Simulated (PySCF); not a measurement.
## A study: Cl₂Si, SMILES `Cl[Si]Cl`

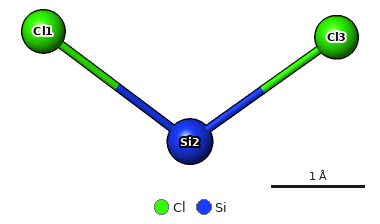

The molecule, with its atoms numbered as below. No frequency check shows the geometry to be a minimum.

Coordinates in Å:

```
Cl1      1.5844   -0.3804    0.0000
Si2      0.0001    0.9237    0.0000
Cl3     -1.5844   -0.3803    0.0000
```

Part 1: Bonding charge

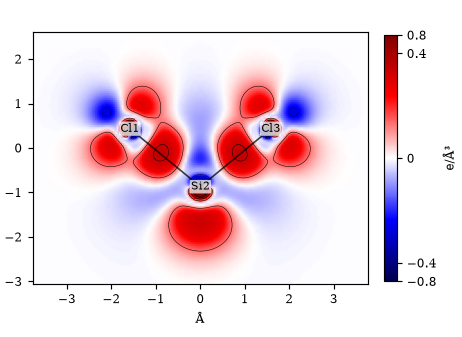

Deformation density (molecule less spherical, spin-averaged free atoms) in the molecular plane; colour scale in e/Å³, logarithmic beyond ±0.1; red: gain, blue: loss.

Level of theory: HF/6-31+G* (PySCF), at a geometry from GFN2-xTB.

> How much density has each bond in this plane gained at its critical point, relative to the free atoms?

Cl1–Si2 and Si2–Cl3: +0.08 e/Å³ at the bond critical point (bond length 2.05 Å); up to 0.6 Å beside the axis the gain reaches +0.23 e/Å³. In all, 0.9 electrons gather in the regions of gain relative to the promolecule. A small or negative value marks a very polar bond, one between electron-rich atoms, whose free-atom densities already overlap strongly, a long bond to a heavier atom, or a closed-shell contact such as a hydrogen bond.

> Where do the Hirshfeld charges lie?

The highest Hirshfeld charge is on Si2 (+0.33 e), the lowest on Cl1 and Cl3 (−0.17 e).

```csv
atom,charge (e)
Cl1,−0.17
Si2,+0.33
Cl3,−0.17
```

Part 2: Bond critical points

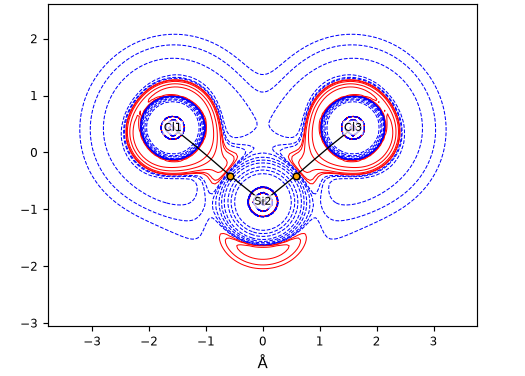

Negative Laplacian of the density (−∇²ρ) in the molecular plane (solid red lines positive, dashed blue lines negative, contours at ±0.02 to ±8 a.u.), with bond paths and bond critical points (dots).

> At which bond critical points in this plane is charge locally concentrated, and at which depleted?

At none is it concentrated. Depleted (∇²ρ > 0): Cl1–Si2 and Si2–Cl3 (+0.24 a.u., H = −0.052). A positive Laplacian with clearly negative H marks a strongly polar covalent bond, whose critical point lies close to the core of the less electronegative atom.

> Where along Cl1–Si2 does the critical point lie?

1.31 Å from Cl1 and 0.74 Å from Si2.

Part 3: Electrostatic potential

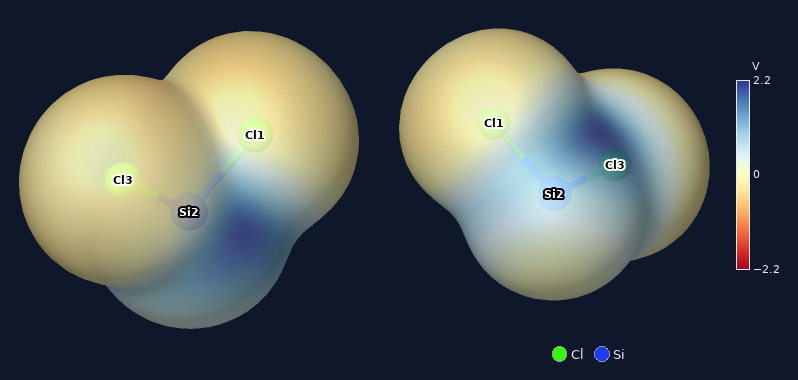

Electrostatic potential on the surface of electron density 0.001 a.u. (back view left, front view right).

> Where are the extremes of the potential on the surface?

Highest: 2.13 V, off the molecular plane, over Si2 (2.0 Å), and at like points elsewhere. Further maxima include −0.14 V, 2.0 Å from Cl1, and at like points elsewhere. Lowest: −0.50 V, 2.1 Å from Cl3, and at like points elsewhere. Further minima include −0.35 V, 2.1 Å from Cl3, and at like points elsewhere; −0.07 V, 2.4 Å from Si2. The surface is sampled at points, so like sites can differ by a few per cent and only the strongest of them is named.

Part 4: Excited states

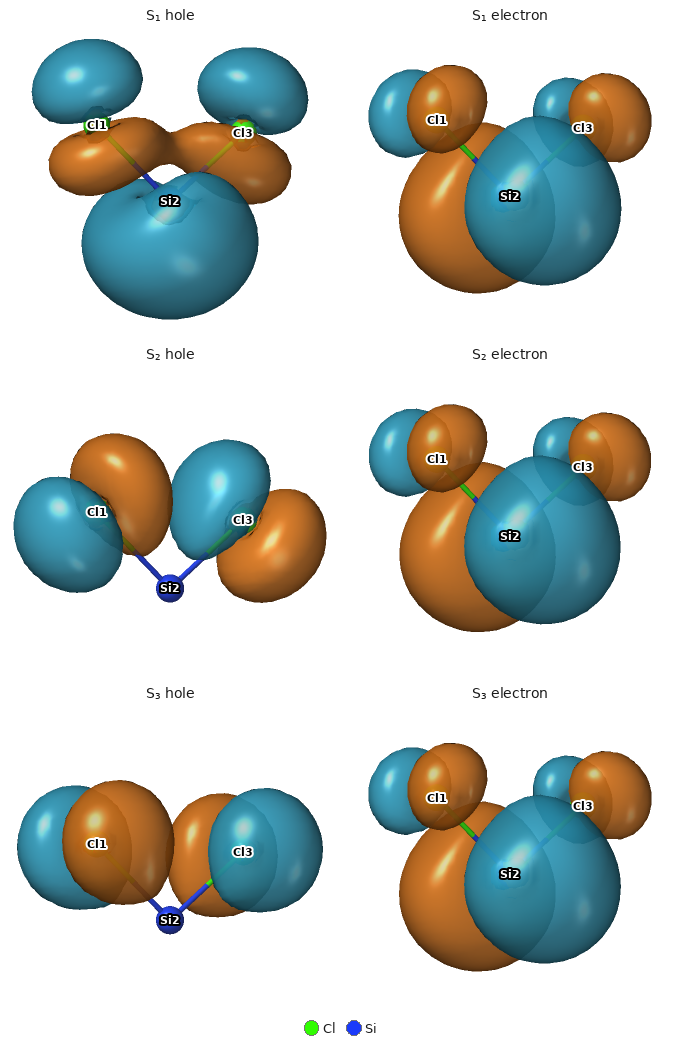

Leading natural transition orbitals (TDA singlet states).

PySCF calculation, LC-wPBE/6-311+G**, gas phase; geometry: GFN2-xTB.

> Describe these excited states.

By state:
- S₁: 4.04 eV (307 nm), f = 0.075; the leading pair carries 99 %; hole on Si2 (56 %) and Cl1 and Cl3 (22 % each), electron on Si2 (75 %) and Cl1 and Cl3 (12 % each); their centroids lie 0.1 Å apart.
- S₂: 5.55 eV (223 nm), f = 0.000 (dark); the leading pair carries 100 %; hole on Cl1 and Cl3 (47 % each) and Si2 (5 %), electron on Si2 (76 %) and Cl1 and Cl3 (12 % each); their centroids lie 1.1 Å apart.
- S₃: 6.44 eV (193 nm), f = 0.006; the leading pair carries 80 %; hole on Cl1 and Cl3 (42 % each) and Si2 (15 %), electron on Si2 (75 %) and Cl1 and Cl3 (13 % each) (shares are of the whole state, not of the leading pair alone); their centroids lie 1.0 Å apart.

Part 5: Removing or adding an electron

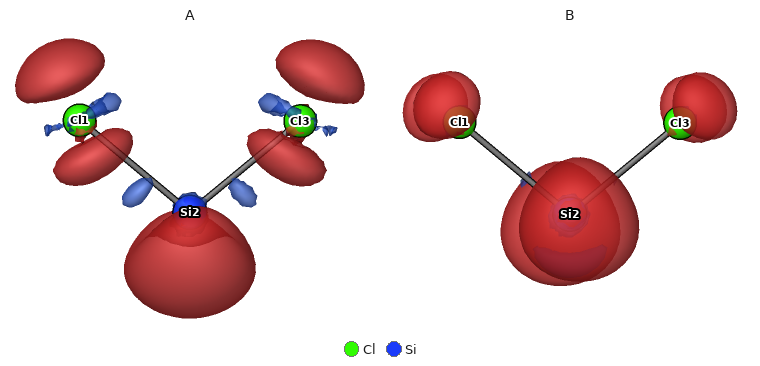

The two Fukui functions at ±0.04 e/Å³ (red positive, blue negative).

Computed with PySCF, M06-2X/def2-SVP, geometry: GFN2-xTB.

> Which panel is f⁻ (electron removed) and which f⁺ (electron added)?

A is f⁻, B is f⁺. f⁻ (Hirshfeld-condensed) is largest on Si2 (0.51); the vertical ionisation energy is 9.98 eV. f⁺ (Hirshfeld-condensed) is largest on Si2 (0.63); the vertical electron affinity is 0.46 eV (the stability of the anion's solution wasn't checked; the anion's highest orbital has positive energy, so this value and f⁺ depend on the basis).

> What chemical potential and hardness follow from the two energies?

μ = −(I + A)/2 = −5.22 eV and η = I − A = 9.52 eV.

Part 6: Localised orbitals

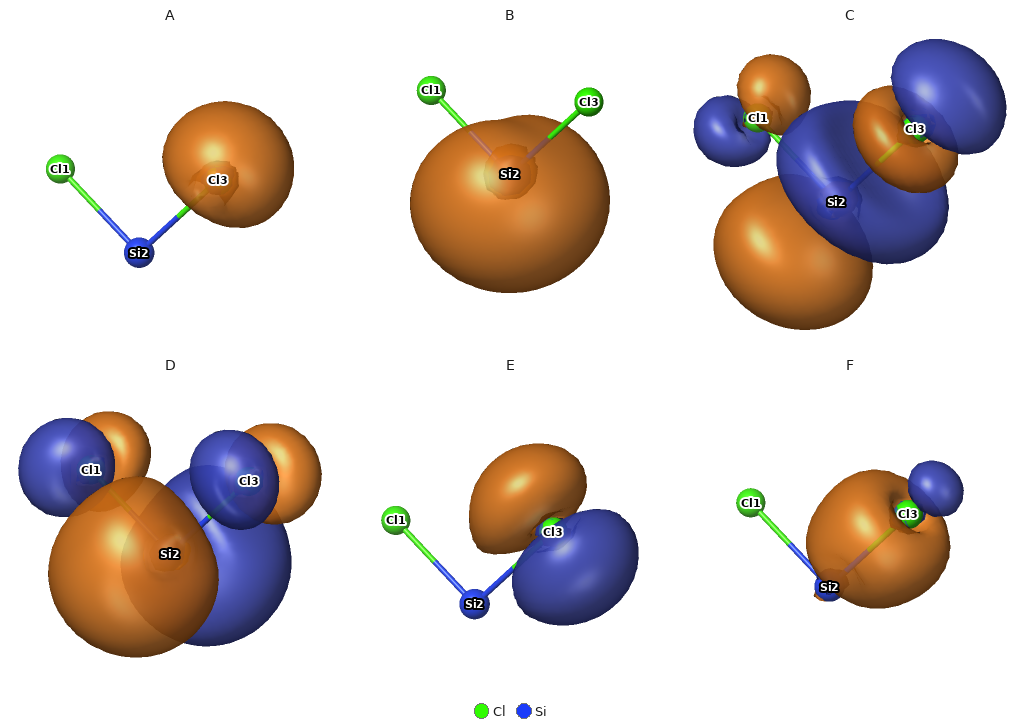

Intrinsic bond orbitals (IBO), occupied and valence-virtual; each surface holds about 85 % of the orbital's density. Energies are diagonal elements of the Fock matrix.

PySCF calculation, PBE/6-31G*, gas phase; geometry: GFN2-xTB.

> Name the orbitals, with their atomic make-up and energies.

By panel:
- A: lone pair on Cl3 (sp0.4-type) (Cl3 100 %; −16.3 eV)
- B: lone pair on Si2 (s-type) (Si2 100 %; −9.3 eV)
- C: σ* orbital Si2–Cl3, mostly on Si2 (Si2 71 %, Cl3 26 %, Cl1 4 %; 0.5 eV)
- D: π* orbital Si2–Cl1, mostly on Si2 (Si2 81 %, Cl1 9 %, Cl3 9 %; −3.5 eV)
- E: lone pair on Cl3 (p-type) (Cl3 96 %; −8.5 eV)
- F: σ bond Cl3–Si2 (Cl3 74 %, Si2 26 %; −15.1 eV)

> How do all the valence pairs divide up?

9 pairs: 7 lone pairs and 2 σ bonds.

The PySCF runs shown took 1.4 s, 62 s, 42 s and 4 s on 1 thread of Intel(R) Xeon(R) Platinum 8488C (Sapphire Rapids), with other jobs on the host.
